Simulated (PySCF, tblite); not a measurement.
# C₅H₅F− (doublet): geometry, infrared bands and EPR parameters

What infrared bands and EPR parameters should C₅H₅F− (doublet) (`[H]/[C-]=[C]/C=C(/C)F`) show?

Computed with tblite 0.8.0 and PySCF 2.14.0, with density-fitted response routines of our own, on a single molecule in the gas phase. Atoms count from 0, in the outputs and in this text.

## (1) The molecule as given

11 atoms, charge -1, multiplicity 2; geometry from: force field or distance geometry start.

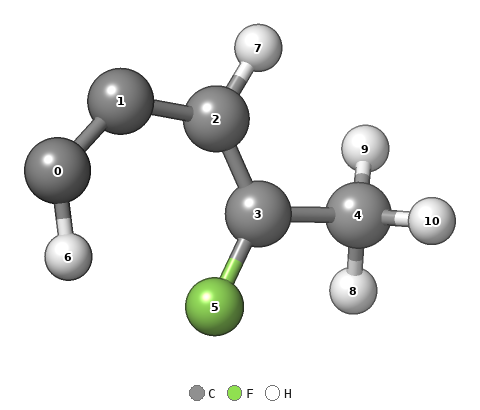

As it starts; carbon grey, fluorine green, hydrogen white, atoms numbered.

## (2) Geometry optimisation with GFN2-xTB

The job: settings as JSON, then the geometry in Å.

```
{"job": {"kind": "relax", "xc": "GFN2-xTB", "basis": "xTB"}, "charge": -1, "multiplicity": 2}
C      2.766600    -0.073100    -0.679300
C      1.903700    -0.973000    -0.319700
C      0.506700    -0.838500    -0.060900
C     -0.205100     0.278600    -0.180500
C     -1.653900     0.212900     0.132800
F      0.347500     1.445100    -0.544800
H      2.525200     0.963800    -0.865200
H     -0.038500    -1.737000     0.247900
H     -2.128400     0.967900    -0.540300
H     -2.117100    -0.749100    -0.095400
H     -1.901200     0.505000     1.155500
```

Started as:

```sh
$ OMP_NUM_THREADS=1 python probes_run.py task.json out
```

One launch serves the whole session: the jobs run in the order shown.

The program printed:

```text
step      E/eV     max force
  0    -488.21685    2.280
  1    -488.36807    0.727
  2    -488.42356    0.719
  3    -488.48239    0.750
  4    -488.51808    0.702
  5    -488.55910    0.778
  6    -488.63550    1.307
  7    -488.73865    2.085
  8    -488.93838    2.569
  9    -489.20837    2.035
 10    -489.52439    1.323
 11    -489.66014    0.959
 12    -489.72877    1.119
 13    -489.77180    2.152
 14    -489.86119    0.822
 15    -489.90656    1.242
 16    -489.94353    0.715
 17    -489.96507    0.545
 18    -490.00230    0.789
 19    -490.03220    0.889
 20    -490.06050    0.582
 21    -490.08340    0.603
 22    -490.10703    0.747
 23    -490.13151    0.799
 24    -490.16087    0.653
 25    -490.19039    0.604
 26    -490.22339    0.679
 27    -490.24220    0.402
 28    -490.25450    0.419
 29    -490.26391    0.320
 30    -490.29674    0.610
 31    -490.32087    0.403
 32    -490.34277    0.294
 33    -490.35043    0.231
 34    -490.35501    0.200
 35    -490.35837    0.144
 36    -490.36070    0.107
 37    -490.36165    0.081
 38    -490.36218    0.073
 39    -490.36281    0.070
 40    -490.36351    0.071
 41    -490.36406    0.065
 42    -490.36437    0.053
 43    -490.36458    0.060
 44    -490.36482    0.077
 45    -490.36510    0.088
 46    -490.36535    0.093
 47    -490.36555    0.075
 48    -490.36575    0.050
 49    -490.36603    0.062
 50    -490.36633    0.057
 51    -490.36654    0.044
 52    -490.36667    0.037
 53    -490.36678    0.037
 54    -490.36693    0.042
 55    -490.36714    0.058
 56    -490.36737    0.062
 57    -490.36758    0.059
 58    -490.36779    0.055
 59    -490.36804    0.058
 60    -490.36829    0.059
 61    -490.36849    0.044
 62    -490.36864    0.031
 63    -490.36878    0.034
 64    -490.36894    0.034
 65    -490.36907    0.025
 66    -490.36916    0.024
 67    -490.36924    0.027
 68    -490.36930    0.025
 69    -490.36935    0.019
 70    -490.36939    0.013
 71    -490.36940    0.011
 72    -490.36941    0.009
```

Wall time 0.28 s (1 thread of Arm Neoverse V1, shared host).

Along the way: (not every step is listed)

| step | energy from step 0 (eV) | largest force (eV/Å) |
| --- | --- | --- |
| 0 | 0.0000 | 2.2805 |
| 1 | -0.1512 | 0.7272 |
| 2 | -0.2067 | 0.7187 |
| 3 | -0.2655 | 0.7497 |
| 4 | -0.3012 | 0.7017 |
| 5 | -0.3422 | 0.7781 |
| 6 | -0.4186 | 1.3071 |
| 7 | -0.5218 | 2.0849 |
| 8 | -0.7215 | 2.5692 |
| 13 | -1.5549 | 2.1517 |
| 18 | -1.7854 | 0.7891 |
| 23 | -1.9147 | 0.7986 |
| 28 | -2.0376 | 0.4188 |
| 33 | -2.1336 | 0.2306 |
| 38 | -2.1453 | 0.0734 |
| 43 | -2.1477 | 0.0605 |
| 48 | -2.1489 | 0.0499 |
| 53 | -2.1499 | 0.0368 |
| 58 | -2.1509 | 0.0551 |
| 63 | -2.1519 | 0.0341 |
| 67 | -2.1524 | 0.0271 |
| 68 | -2.1524 | 0.0254 |
| 69 | -2.1525 | 0.0193 |
| 70 | -2.1525 | 0.0128 |
| 71 | -2.1525 | 0.0114 |
| 72 | -2.1526 | 0.0090 |

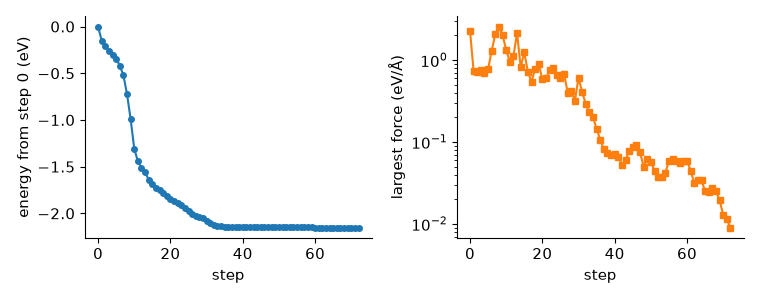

Energy and largest force along the relaxation.

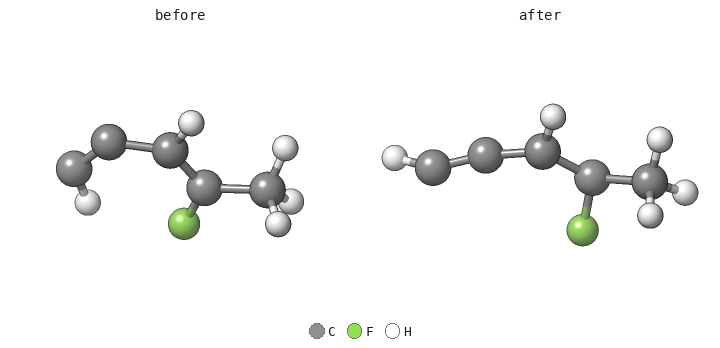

Before and after, at one scale.

Close pairs (by a distance rule), those that changed most:

| bond | before (Å) | after (Å) | change (Å) |
| --- | --- | --- | --- |
| C3–F5 | 1.341 | 1.428 | +0.087 |
| C2–C3 | 1.330 | 1.417 | +0.087 |
| C1–C2 | 1.427 | 1.367 | -0.060 |
| C0–C1 | 1.298 | 1.238 | -0.059 |
| C4–H8 | 1.117 | 1.095 | -0.023 |
| C3–C4 | 1.484 | 1.503 | +0.019 |
| C4–H10 | 1.092 | 1.106 | +0.014 |
| C0–H6 | 1.081 | 1.068 | -0.013 |

The end geometry stands in the next job.

## (3) Vibrational analysis with GFN2-xTB

The job: settings as JSON, then the geometry in Å.

```
{"job": {"kind": "ir", "xc": "GFN2-xTB", "basis": "xTB"}, "charge": -1, "multiplicity": 2}
C      3.046255    -0.099645    -0.412564
C      1.829910    -0.309678    -0.509450
C      0.510918    -0.524863    -0.222925
C     -0.567544     0.368387    -0.440397
C     -1.906246     0.146823     0.205181
F     -0.254757     1.762101    -0.433081
H      3.938064    -0.040388    -0.996908
H      0.202066    -1.556034    -0.039118
H     -2.666612     0.772806    -0.272632
H     -2.198902    -0.896952     0.085499
H     -1.927728     0.380114     1.286448
```

The program printed:

```text
mode    cm-1     km/mol
  1     107.3      1.06
  2     128.8      0.32
  3     130.8      0.10
  4     280.7     66.41
  5     324.5     16.91
  6     348.1      5.85
  7     375.0      2.19
  8     502.7     10.21
  9     566.9    207.32
 10     614.7     48.40
 11     698.3      5.15
 12     773.3     61.31
 13     955.7      8.39
 14    1026.0     56.02
 15    1087.5     61.22
 16    1135.5      8.15
 17    1247.0     33.46
 18    1385.1     43.34
 19    1471.5     21.93
 20    1493.4      4.68
 21    1519.9      4.53
 22    2084.0    288.26
 23    2727.1    271.78
 24    2902.2    186.06
 25    2930.4    155.74
 26    2988.0    108.00
 27    3115.3    273.02
```

Run time: 0.19 s. Hardware: 1 thread of Arm Neoverse V1, shared host.

Which atoms move in the most intense modes:

| cm⁻¹ | km/mol | atoms |
| --- | --- | --- |
| 281 | 66.4 | C3 42 %, C1 13 % |
| 567 | 207.3 | H6 66 % |
| 2084 | 288.3 | C1 62 %, C0 27 % |
| 2727 | 271.8 | H10 92 % |
| 2902 | 186.1 | H7 93 % |
| 2930 | 155.7 | H8 92 % |
| 2988 | 108.0 | H9 93 % |
| 3115 | 273.0 | H6 89 %, C0 10 % |

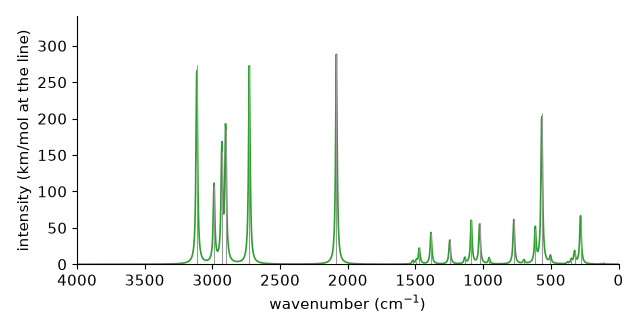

The infrared spectrum from these modes, unscaled. Lines are broadened to a width of 14 cm⁻¹ (Lorentzian).

## (4) EPR parameters: B3LYP/pcH-1

The job, as its differences from that of step 3:

```diff
@@ -1,2 +1,2 @@
-{"job": {"kind": "ir", "xc": "GFN2-xTB", "basis": "xTB"}, "charge": -1, "multiplicity": 2}
+{"job": {"kind": "epr", "basis": "pcH-1"}, "charge": -1, "multiplicity": 2}
 C      3.046255    -0.099645    -0.412564
```

Level: UKS B3LYP, pcH-1 on C F H, non-relativistic, mean-field spin-orbit, GIAO.

The program printed:

```text
UKS, coarse grid
  cycle   1  E = -293.16842936  |g| = 4.94e-01
  cycle   2  E = -293.09084356  |g| = 6.85e-01
  cycle   3  E = -293.28338066  |g| = 1.14e-01
  cycle   4  E = -293.28894891  |g| = 4.93e-02
  cycle   5  E = -293.28987725  |g| = 3.05e-02
  cycle   6  E = -293.29034627  |g| = 4.85e-03
  cycle   7  E = -293.29036646  |g| = 2.45e-03
  cycle   8  E = -293.29037018  |g| = 1.39e-03
  cycle   9  E = -293.29037282  |g| = 2.82e-04
UKS, final grid
  cycle   1  E = -293.29041379  |g| = 2.93e-04
  cycle   2  E = -293.29041376  |g| = 4.53e-04
  cycle   3  E = -293.29041386  |g| = 1.19e-04
  cycle   4  E = -293.29041387  |g| = 6.47e-05
  cycle   5  E = -293.29041388  |g| = 3.64e-05
  cycle   6  E = -293.29041388  |g| = 1.10e-05
E = -293.29041388 Eh   <S^2> = 0.7615 (exact 0.7500)
g shifts (ppm)      1          2          3
  rmc          -168       -168       -168
  gc              9         30         13
  oz_so         -66        920       1146
  total        -225        782        990
hyperfine (MHz)  atom isotope    a_iso     a_fc   dipolar eigenvalues
    0   13C      88.72      88.72    -21.43    -16.96     38.39
    1   13C     -12.40     -12.40     -8.66     -3.39     12.05
    2   13C      -4.55      -4.55    -13.66    -12.40     26.06
    3   13C     182.24     182.24    -50.52    -47.82     98.34
    4   13C      31.91      31.91     -2.90     -0.89      3.79
    5   19F     174.02     174.02   -119.18    -91.93    211.11
    6    1H      36.22      36.22     -9.44     -0.61     10.05
    7    1H     -11.54     -11.54     -6.09     -1.68      7.77
    8    1H      22.38      22.38     -4.67     -2.86      7.53
    9    1H       2.76       2.76     -4.17     -2.86      7.03
   10    1H      64.25      64.25     -3.27     -2.78      6.05
```

Run time: 27 s. Hardware: 1 thread of Arm Neoverse V1, shared host; peak memory 0.68 GiB.

Principal g values 2.00209, 2.00310, 2.00331; g(iso) = 2.00284, against 2.00232 for a free electron.

Hyperfine couplings; where a row names several nuclei, a(iso) is their mean (it holds for fast rotation or exchange) and the dipolar term the largest among them:

| nuclei | isotope | a(iso) (MHz) | a(iso) (G, at g = 2.0023) | largest dipolar term (MHz) |
| --- | --- | --- | --- | --- |
| C3 | 13C | 182.2 | 65.0 | 98.3 |
| F5 | 19F | 174.0 | 62.1 | 211.1 |
| C0 | 13C | 88.7 | 31.7 | 38.4 |
| H6 | 1H | 36.2 | 12.9 | 10.0 |
| C4 | 13C | 31.9 | 11.4 | 3.8 |
| H8, H9, H10 | 1H | 29.8 | 10.6 | 7.5 |
| C1 | 13C | -12.4 | -4.4 | 12.1 |
| H7 | 1H | -11.5 | -4.1 | 7.8 |
| C2 | 13C | -4.6 | -1.6 | 26.1 |

Mulliken spin populations:

| atom | value (e) |
| --- | --- |
| C0 | 0.28 |
| C1 | 0.02 |
| C2 | 0.11 |
| C3 | 0.53 |
| C4 | -0.04 |
| F5 | 0.02 |
| H6 | 0.01 |
| H7 | -0.01 |
| H8 | 0.00 |
| H9 | 0.00 |
| H10 | 0.08 |

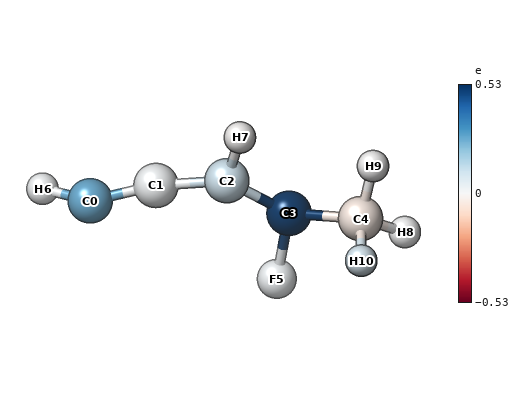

Mulliken spin populations, as colours on the atoms.

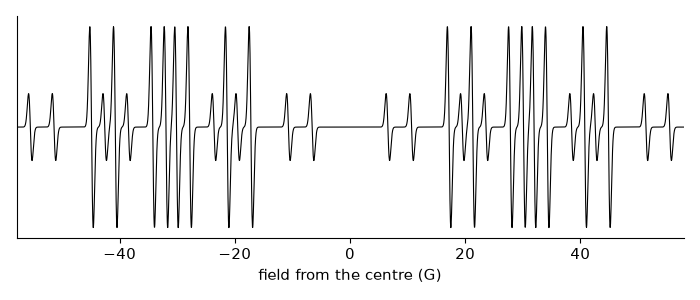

First-order isotropic spectrum (first derivative, main isotopes with spin only, couplings over 0.8 MHz, Gaussian width 0.3 G; couplings of the frozen geometry, rotation of groups not averaged beyond the rows shown).

The fields below are evaluated on a grid from the run's orbitals.

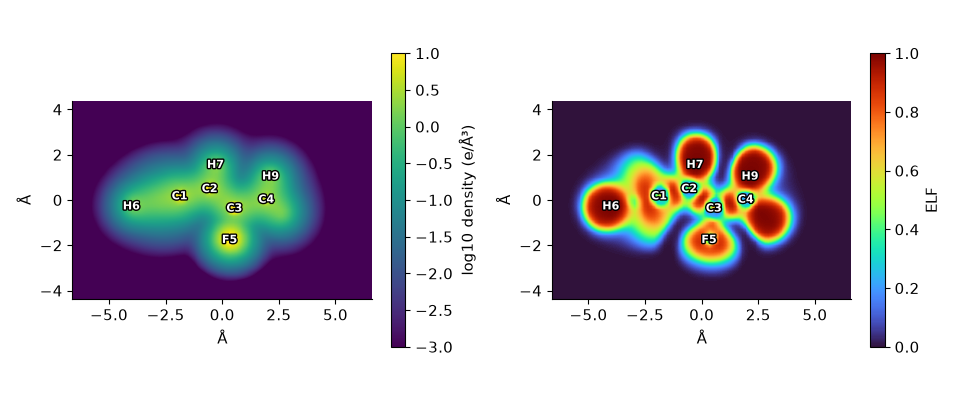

Density (left) and ELF (right) in a plane through or near 8 of the atoms.

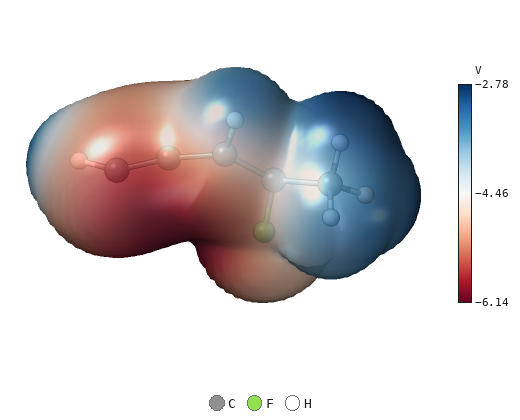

The potential that a unit positive charge feels on the 0.002 e/bohr³ surface, from -6.14 V near C1 to -2.78 V near H9.

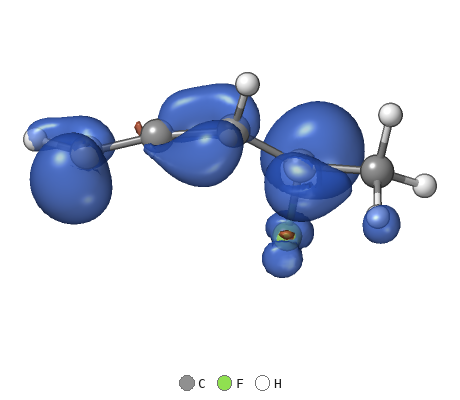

Spin density at ±0.03 e/Å³ (alpha excess blue, beta excess red).

## (5) Results

| quantity | value |
| --- | --- |
| strongest single infrared mode (GFN2-xTB) | 2084 cm⁻¹, 288 km/mol |
| zero-point energy (GFN2-xTB) | 47.1 kcal/mol |
| g(iso) (B3LYP) | 2.00284 |
| ⟨S²⟩ | 0.762 (exact 0.75) |
| largest a(iso) (averaged by class) | 13C on C3, 182.2 MHz |

**Reading.** Relaxing lowered the energy by 2.153 eV in 72 steps; the close pair that moved most is C3–F5, from 1.341 to 1.428 Å. No mode is imaginary among the 27: a minimum at this level. The strongest single mode, at 2084 cm⁻¹, moves mainly C1. GFN2-xTB is a fitted tight-binding method: band positions and strengths are rough. Its intensities can rank the bands wrongly. The largest share of the spin, 0.53 e, sits on C3. The isotropic g lies 0.5 ppt above the free-electron value. The records flag this anion as possibly unbound in the gas phase, so the basis may hold the extra electron. These values are for one conformer; the search (at its own cheap level) found 1 more, at 0.06 kcal/mol, and measured spectra average over such forms.
